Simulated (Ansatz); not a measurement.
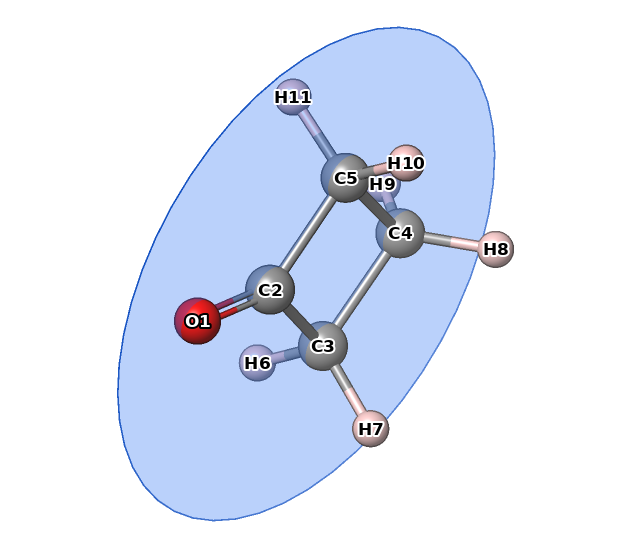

A disc through the centre of mass is drawn in. Distant atoms are faded towards the background colour. The computed geometry is a stationary point of PBE0-D4/def2-TZVP, a saddle point of order 1.

Q: Is the plane of the disc a mirror plane of the structure?

A: Yes. The reflection leaves O1, C2, C3, C4, C5 in place and moves H6 ↔ H7; H8 ↔ H9; H10 ↔ H11. The point group is C2v.
